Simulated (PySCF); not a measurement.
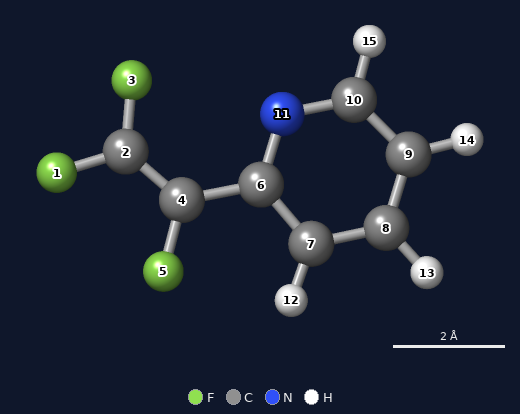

*The input geometry (ball-and-stick view, seen on its broad side; atoms are numbered from 1 in the order of the input).*

Bond lengths as drawn: C–C 1.34 to 1.46 Å, C–F 1.30 to 1.34 Å, C–H 1.09 to 1.10 Å and C–N 1.33 to 1.34 Å.

# Run report: C$_{7}$H$_{4}$F$_{3}$N, excited-state calculation

- system: C$_{7}$H$_{4}$F$_{3}$N, SMILES FC(F)=C(F)c1ccccn1
- method: TDDFT PBE0/def2-SVPD, vertical, gas phase, core orbitals frozen in the response (PySCF 2.14.0)

The geometry comes from this level: PBE0-D3(BJ)/def2-SVP. It belongs to a series of runs on one base structure; here: H on C replaced by CF=CF2.

### Output
```
coarse grid: 14408 points
cycle   1  E = -622.1121385042  dE =  2.071e+00  |g| = 7.371e-01  |ddm| = 9.329e+00
cycle   2  E = -621.9696965404  dE =  1.424e-01  |g| = 1.144e+00  |ddm| = 3.027e+00
cycle   3  E = -622.2205976562  dE = -2.509e-01  |g| = 7.667e-02  |ddm| = 1.884e+00
cycle   4  E = -622.2212475726  dE = -6.499e-04  |g| = 5.712e-02  |ddm| = 3.216e-01
cycle   5  E = -622.2218894736  dE = -6.419e-04  |g| = 1.380e-02  |ddm| = 1.340e-01
cycle   6  E = -622.2219204666  dE = -3.099e-05  |g| = 6.279e-03  |ddm| = 5.057e-02
cycle   7  E = -622.2219300882  dE = -9.622e-06  |g| = 9.617e-04  |ddm| = 2.122e-02
final grid: 145752 points
cycle   8  E = -622.3023226721  dE = -4.539e-05  |g| = 6.005e-03  |ddm| = 2.270e-01
cycle   9  E = -622.3023194178  dE =  3.254e-06  |g| = 7.471e-03  |ddm| = 3.783e-02
cycle  10  E = -622.3023313526  dE = -1.193e-05  |g| = 9.157e-04  |ddm| = 1.686e-02
cycle  11  E = -622.3023315011  dE = -1.486e-07  |g| = 2.239e-04  |ddm| = 1.970e-03
cycle  12  E = -622.3023315091  dE = -7.939e-09  |g| = 1.329e-04  |ddm| = 8.643e-04
cycle  13  E = -622.3023315133  dE = -4.164e-09  |g| = 3.426e-05  |ddm| = 4.133e-04
cycle  14  E = -622.3023315135  dE = -2.526e-10  |g| = 1.126e-05  |ddm| = 1.313e-04
```

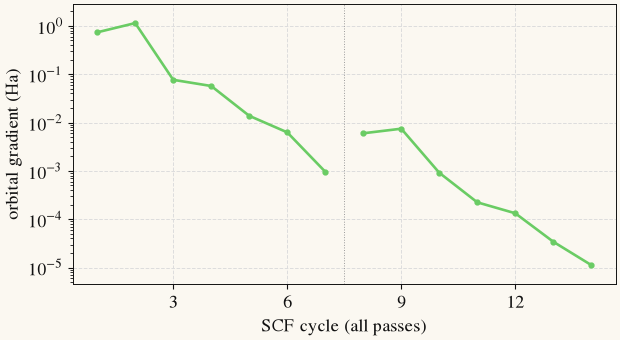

*Convergence of the self-consistent field: orbital gradient against the SCF cycle. The dotted line marks the change from a coarse to the final integration grid.*

The first 7 cycles use a coarse grid, the final grid takes over at cycle 8, and the field converges after 14 cycles in all.

```
converged SCF energy = -622.3023315135

Static polarisability (au): isotropic 94.165, principal 51.450 93.574 137.472

Singlet excitations
state   eV       nm        f      main configurations
  1   4.6166    268.6   0.00183   H-1->L 0.98
  2   4.7101    263.2   0.15542   H->L 0.62, H->L+1 0.31
  3   5.1123    242.5   0.00124   H-1->L+1 0.98
  4   5.2079    238.1   0.34610   H->L+1 0.56, H->L 0.35
  5   6.0160    206.1   0.03335   H-2->L 0.70, H-3->L+1 0.18, H->L+1 0.08
  6   6.3541    195.1   0.00392   H->L+2 0.82, H->L+3 0.13
  7   6.5179    190.2   0.02076   H-3->L 0.61, H-2->L+1 0.30
  8   6.8130    182.0   0.00088   H->L+3 0.66, H->L+2 0.16
  9   7.0870    174.9   0.08515   H->L+4 0.45, H->L+6 0.17, H-2->L+1 0.14
 10   7.0925    174.8   0.26734   H-2->L+1 0.45, H->L+5 0.16, H-3->L 0.11

Triplet excitations (Tamm-Dancoff, eV): 3.1670 4.0191 4.1526 4.6583
```

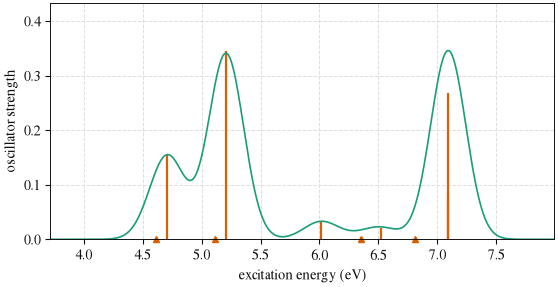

*Computed excitations as sticks (degenerate states added up, dark ones marked on the axis), with a Gaussian envelope of 0.35 eV full width at half maximum, scaled to the tallest.*

Of the 10 states the lowest lies at 4.62 eV (f = 0.002); the strongest line is at 5.21 eV, or 238 nm (f = 0.346).

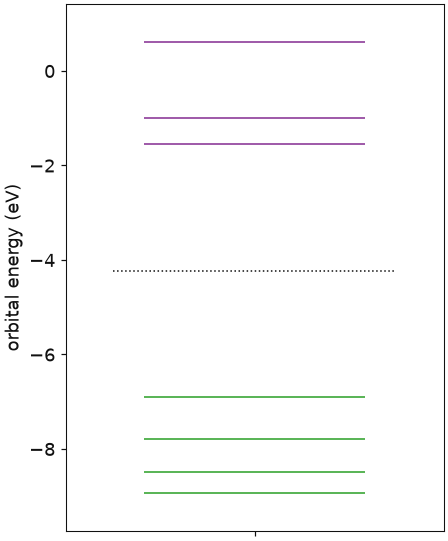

*Orbital energies near the frontier; the dotted line parts filled from empty levels, and levels within 0.02 eV of each other stand side by side.*

Highest filled −6.91 eV, lowest empty −1.55 eV, 5.36 eV apart.

This output came from the following input.

### Input file
```
{"job": {"kind": "uv", "xc": "PBE0", "basis": "def2-SVPD", "ip": false}, "charge": 0, "multiplicity": 1}
F      4.062364     0.038084     0.089161
C      2.815413     0.430663     0.094090
F      2.709458     1.718889     0.204827
C      1.795136    -0.436782    -0.002633
F      2.125875    -1.731028    -0.101006
C      0.363310    -0.142843    -0.010184
C     -0.551545    -1.203773    -0.090898
C     -1.908432    -0.903106    -0.092954
C     -2.306392     0.429158    -0.017324
C     -1.313437     1.407281     0.057446
N     -0.015845     1.136170     0.061529
H     -0.194655    -2.232047    -0.148743
H     -2.648479    -1.704772    -0.153119
H     -3.361296     0.709679    -0.016008
H     -1.586546     2.467285     0.117160
```

The first line tells a small driver script what to run in PySCF; the rest is the geometry in Å.

Command:
```bash
OMP_NUM_THREADS=2 python <driver script> task.json out
```

### Results in brief

```csv
quantity,value
outcome,converged
total energy,−622.302332 hartree
HOMO,−6.91 eV
LUMO,−1.55 eV
dipole moment,2.91 D
mean polarisability,94.17 a.u.
lowest singlet excitation,4.62 eV
hardware,"2 CPU threads, shared host"
wall time,33 s (CPU time 73 s)
peak memory,1.5 GiB
```
